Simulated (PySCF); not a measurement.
| atom | x (Å) | y (Å) | z (Å) |
| --- | --- | --- | --- |
| C | -1.3339 | -0.1088 | 0.0437 |
| N | -0.1025 | 0.6423 | 0.0168 |
| Si | 1.4717 | -0.0723 | 0.0916 |
| H | -1.1985 | -1.0671 | -0.4832 |
| H | -2.1417 | 0.4283 | -0.4813 |
| H | -1.7002 | -0.3483 | 1.0617 |
| H | -0.1931 | 1.5944 | 0.3528 |
| H | 1.5850 | -1.1032 | -0.9865 |
| H | 1.8188 | -0.7624 | 1.3825 |
| H | 2.4618 | 1.0270 | -0.1154 |

Geometry: PBE0-D3(BJ)/def2-SVP.

All numbers below come from PySCF, PBE0/def2-SVPD, SCF density, gas phase.

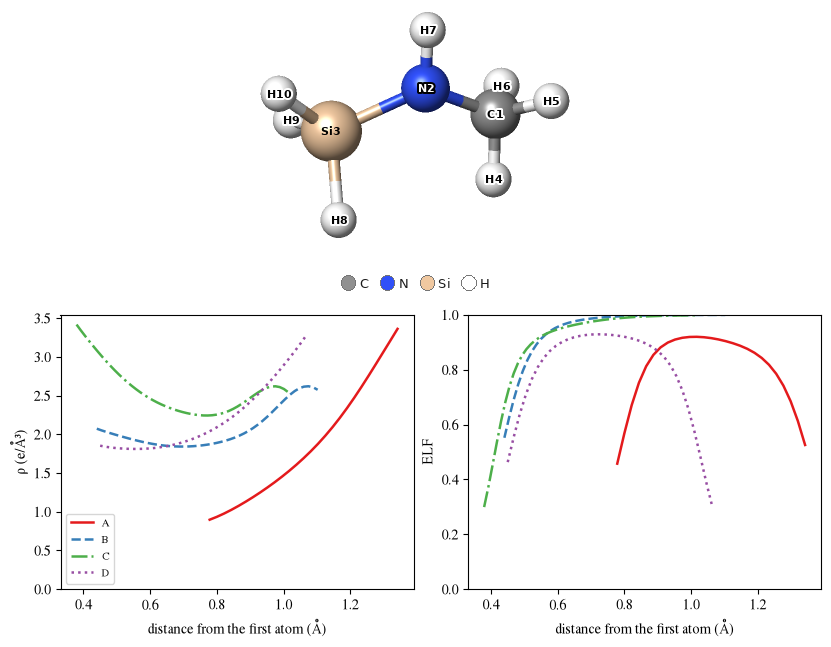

CH7NSi (SMILES CN[SiH3]). Total electron density and electron localisation function along straight lines between neighbouring atoms. The curves leave out the atomic cores. The structure is drawn too.

Q: Which curve belongs to which contact (C–H, C–N, N–H and Si–N)? The first atom named is at distance zero.

A: Curve A: Si–N (1.73 Å): the density is about 1.1 e/Å³ at the midpoint; the ELF peaks at about 0.90 between the atoms; a shared but strongly polarised pair. Curve B: C–H (1.10 Å): ρ is about 1.9 e/Å³ halfway; the ELF climbs to about 1 towards the hydrogen, as it does in any bond to H: an ordinary covalent bond to hydrogen. Curve C: N–H (1.01 Å): ρ is about 2.8 e/Å³ halfway; the ELF climbs to about 1 towards the hydrogen: an ordinary covalent bond to hydrogen. Curve D: C–N (1.44 Å): ρ is about 1.9 e/Å³ halfway; the ELF peaks at about 0.95 between the atoms; a covalent bond.
